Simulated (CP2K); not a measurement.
# TiO2 (titanium dioxide) at revPBE-D3(BJ)/TZV2P-MOLOPT-PBE-GTH (core potential)

What is the vertical ionisation energy of TiO2 (titanium dioxide) at revPBE-D3(BJ)/TZV2P-MOLOPT-PBE-GTH (core potential)? 

The results are computed with CP2K 2026.2.

2 further runs of the same task are left out: 2 set aside as unsound or not needed.

## (1) The system as given

TiO2 has 3 atoms, charge 0, and is taken as a singlet. As SMILES, `[O]=[Ti]=[O]`. Geometry: relaxed at PBE0-D4/def2-TZVP.

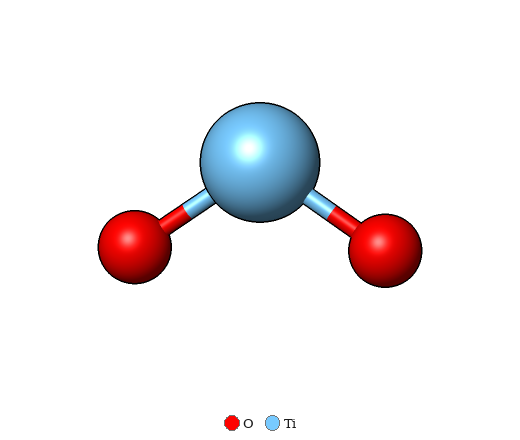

Viewed from a chosen angle; oxygen red, titanium blue.

## (2) A single-point energy at revPBE-D3(BJ)/TZV2P-MOLOPT-PBE-GTH (core potential)

File molecule.xyz:

```xyz
3

O      0.921000     0.928800     0.444600
Ti     0.135000    -0.492000     0.331600
O     -1.056100    -0.436800    -0.776200
```

File job.inp:

```
&GLOBAL
  PROJECT_NAME job
  RUN_TYPE ENERGY
  PRINT_LEVEL MEDIUM
&END
&FORCE_EVAL
  METHOD QUICKSTEP
  &DFT
    BASIS_SET_FILE_NAME BASIS_MOLOPT_UZH
    POTENTIAL_FILE_NAME POTENTIAL_UZH
    CHARGE 0
    MULTIPLICITY 1
    # Quickstep
    &QS
      METHOD GPW
      EPS_DEFAULT 1.0E-10
    &END
    &MGRID
      CUTOFF 400
      REL_CUTOFF 50
      NGRIDS 4
    &END
    # no periodic images
    &POISSON
      PERIODIC NONE
      POISSON_SOLVER MULTIPOLE
    &END
    &SCF
      SCF_GUESS ATOMIC
      EPS_SCF 1.0E-06
      MAX_SCF 30
      &OT ON
        MINIMIZER CG
        PRECONDITIONER FULL_ALL
      &END
      &OUTER_SCF
        EPS_SCF 1.0E-06
        MAX_SCF 5
      &END
    &END
    # exchange and correlation
    &XC
      &XC_FUNCTIONAL
        &PBE
          PARAMETRIZATION REVPBE
        &END
      &END
      &VDW_POTENTIAL
        POTENTIAL_TYPE PAIR_POTENTIAL
        &PAIR_POTENTIAL
          TYPE DFTD3(BJ)
          PARAMETER_FILE_NAME dftd3.dat
          REFERENCE_FUNCTIONAL revPBE
          R_CUTOFF 15
        &END
      &END
    &END
    # extra output
    &PRINT
      &MOMENTS
        PERIODIC F
        REFERENCE COM
        MAX_MOMENT 1
      &END
      &MO_CUBES
        NLUMO 3
        NHOMO -1
        WRITE_CUBE F
      &END
      &HIRSHFELD OFF
      &END
    &END
  &END
  # structure
  &SUBSYS
    # vacuum box
    &CELL
      ABC [angstrom] 9 8.4 8.2
      PERIODIC NONE
    &END
    &TOPOLOGY
      COORD_FILE_NAME molecule.xyz
      COORD_FILE_FORMAT XYZ
      &CENTER_COORDINATES
      &END
    &END
    &KIND O
      BASIS_SET TZV2P-MOLOPT-PBE-GTH-q6
      POTENTIAL GTH-PBE-q6
    &END
    &KIND Ti
      BASIS_SET TZV2P-MOLOPT-PBE-GTH-q12
      POTENTIAL GTH-PBE-q12
    &END
  &END
&END
```

Command:

```
OMP_NUM_THREADS=1 cp2k.psmp -i job.inp -o job.out
```

Output:

```text
CP2K| version string:                                       CP2K version 2026.2
[...]
 GLOBAL| Method name                                                        CP2K
[...]
 GLOBAL| Run type                                                         ENERGY
[...]
 DFT| Spin restricted Kohn-Sham (RKS) calculation                            RKS
 DFT| Multiplicity                                                             1
[...]
 DFT| Charge                                                                   0
[...]
 FUNCTIONAL| PBE:
[...]
 QS| Method:                                                                 GPW
[...]
 QS| Density cutoff [a.u.]:                                                200.0
[...]
 QS| Relative density cutoff [a.u.]:                                        25.0
[...]
                             - Atoms:                                          3
[...]
                             - Spherical basis functions:                    100
[...]
 Number of electrons:                                                         24
[...]
     1 OT CG       0.15E+00    1.0     0.20257676       -87.6484099149 -8.76E+01
[...]
     3 OT CG       0.16E+00    0.8     0.00000061       -90.1851378635 -2.05E-10
  *** SCF run converged in     3 steps ***
[...]
  Overlap energy of the core charge distribution:               0.00000000050788
  Self energy of the core charge distribution:               -189.70943342368844
  Core Hamiltonian energy:                                     51.11661395833522
  Hartree energy:                                              62.83301826442021
  Exchange-correlation energy:                                -14.42212948205563
  Dispersion energy:                                           -0.00320718105884
  Total energy:                                               -90.18513786353959
[...]
                     Mulliken Population Analysis
 #  Atom  Element  Kind  Atomic population                           Net charge
       1     O        1          6.506125                             -0.506125
       2     Ti       2         10.987489                              1.012511
       3     O        1          6.506386                             -0.506386
 # Total charge                             24.000000                  0.000000
[...]
  Dipole moment [Debye]
    X=  0.1413984E+01 Y= -0.5180497E+01 Z=  0.3500475E+01  Total=      6.4101655
[...]
 WARNING : did not converge in ot_eigensolver
 number of iterations          299  exceeded maximum
 current gradient / target gradient   1.4390912041410307E-004  /    1.0000000000000001E-005
[...]
 HOMO - LUMO gap [eV] :    2.302624
 ENERGY| Total FORCE_EVAL ( QS ) energy [hartree]            -90.185137863539595
[...]
```

Wall time 50 s (1 thread of AMD EPYC 7R43 (Zen 3), shared host); peak memory 0.63 GiB.

## (3) The doublet cation at the same level

File molecule.inp:

```
&FORCE_EVAL
   METHOD Quickstep
   &DFT
      BASIS_SET_FILE_NAME BASIS_MOLOPT_UZH
      POTENTIAL_FILE_NAME POTENTIAL_UZH
      CHARGE 1
      MULTIPLICITY 2
      LSD T
      &QS
         METHOD GPW
         EPS_DEFAULT 1.0E-10
      &END QS
      &MGRID
         CUTOFF 400
         REL_CUTOFF 50
         NGRIDS 4
      &END MGRID
      &POISSON
         PERIODIC NONE
         POISSON_SOLVER MULTIPOLE
      &END POISSON
      &SCF
         SCF_GUESS ATOMIC
         EPS_SCF 1.0E-06
         MAX_SCF 40
         &OT
            MINIMIZER DIIS
            PRECONDITIONER FULL_ALL
         &END OT
         &OUTER_SCF
            EPS_SCF 1.0E-06
            MAX_SCF 10
         &END OUTER_SCF
      &END SCF
      &XC
         &XC_FUNCTIONAL
            &PBE
               PARAMETRIZATION REVPBE
            &END PBE
         &END XC_FUNCTIONAL
         &VDW_POTENTIAL
            POTENTIAL_TYPE PAIR_POTENTIAL
            &PAIR_POTENTIAL
               TYPE DFTD3(BJ)
               PARAMETER_FILE_NAME dftd3.dat
               REFERENCE_FUNCTIONAL revPBE
               R_CUTOFF 15
            &END PAIR_POTENTIAL
         &END VDW_POTENTIAL
      &END XC
      &PRINT
         &MOMENTS
            PERIODIC F
            REFERENCE COM
            MAX_MOMENT 1
         &END MOMENTS
         &MO_CUBES
            NLUMO 5
            NHOMO -1
            WRITE_CUBE F
         &END MO_CUBES
         &HIRSHFELD OFF
         &END HIRSHFELD
      &END PRINT
   &END DFT
   &SUBSYS
      &CELL
         ABC 9 8.4 8.2
         PERIODIC NONE
      &END CELL
      &COORD
         SCALED T
         O    0.60983889   0.58457143   0.57443902
         Ti   0.52250556   0.41542857   0.56065854
         O    0.39016111   0.42200000   0.42556098
      &END COORD
      &KIND O
         BASIS_SET TZV2P-MOLOPT-PBE-GTH-q6
         POTENTIAL GTH-PBE-q6
      &END KIND
      &KIND Ti
         BASIS_SET TZV2P-MOLOPT-PBE-GTH-q12
         POTENTIAL GTH-PBE-q12
      &END KIND
   &END SUBSYS
&END FORCE_EVAL

&GLOBAL
   PROJECT_NAME molecule
   RUN_TYPE ENERGY
   PRINT_LEVEL MEDIUM
&END GLOBAL
```

Command:

```
OMP_NUM_THREADS=1 cp2k.psmp -i molecule.inp > molecule.out 2>&1
```

Output, cut to the lines that bear on the results:

```text
CP2K| version string:                                       CP2K version 2026.2
[...]
 GLOBAL| Method name                                                        CP2K
[...]
 GLOBAL| Run type                                                         ENERGY
[...]
 DFT| Spin unrestricted (spin-polarized) Kohn-Sham calculation               UKS
 DFT| Multiplicity                                                             2
[...]
 DFT| Charge                                                                   1
[...]
 FUNCTIONAL| PBE:
[...]
 QS| Method:                                                                 GPW
[...]
 QS| Density cutoff [a.u.]:                                                200.0
[...]
 QS| Relative density cutoff [a.u.]:                                        25.0
[...]
                             - Atoms:                                          3
[...]
                             - Spherical basis functions:                    100
[...]
 Number of electrons:                                                         12
[...]
     1 OT DIIS     0.15E+00    1.4     0.11089337       -86.9852485469 -8.70E+01
[...]
    12 OT DIIS     0.15E+00    1.5     0.00000100       -89.8385808057 -1.42E-09
  *** SCF run converged in    12 steps ***
[...]
  Overlap energy of the core charge distribution:               0.00000000050788
  Self energy of the core charge distribution:               -189.70943342368844
  Core Hamiltonian energy:                                     50.62753721898591
  Hartree energy:                                              63.32232734773063
  Exchange-correlation energy:                                -14.07580476815950
  Dispersion energy:                                           -0.00320718106300
  Total energy:                                               -89.83858080568653
[...]
                     Mulliken Population Analysis
 #  Atom  Element  Kind  Atomic population (alpha,beta) Net charge  Spin moment
       1     O        1         3.405456     2.803381    -0.208837     0.602076
       2     Ti       2         5.188646     5.393838     1.417516    -0.205191
       3     O        1         3.405897     2.802782    -0.208679     0.603115
[...]
  Dipole moment [Debye]
    X=  0.1076447E+01 Y= -0.3942064E+01 Z=  0.2662842E+01  Total=      4.8774309
[...]
 HOMO - LUMO gap [eV] :    1.611173
 ENERGY| Total FORCE_EVAL ( QS ) energy [hartree]            -89.838580805686533
[...]
```

It took 80 s on 1 thread of AMD EPYC 7R43 (Zen 3), shared host; peak memory 0.78 GiB.

## (4) What came out

At revPBE-D3(BJ)/TZV2P-MOLOPT-PBE-GTH (core potential):

| quantity | value |
| --- | --- |
| singlet TiO2: total energy | -90.18514 Eh |
| singlet TiO2: dipole moment | 6.41 D |
| singlet TiO2: HOMO energy | -5.63 eV |
| singlet TiO2: LUMO energy | -3.33 eV |
| singlet TiO2: HOMO–LUMO gap | 2.30 eV |
| singlet TiO2: dispersion energy | -8.42 kJ/mol |
| doublet cation: total energy | -89.83858 Eh |
| doublet cation: HOMO energy (highest over α and β) | -14.84 eV |
| doublet cation: LUMO energy (lowest over α and β) | -13.23 eV |
| doublet cation: dispersion energy | -8.42 kJ/mol |
| doublet cation: ⟨S²⟩ | 0.776 |
| vertical ionisation energy (to the doublet cation) | 9.430 eV |

The vertical ionisation energy comes to 9.43 eV (217 kcal/mol). The negative HOMO energy of the first species, 5.63 eV, lies 3.80 eV below that difference.
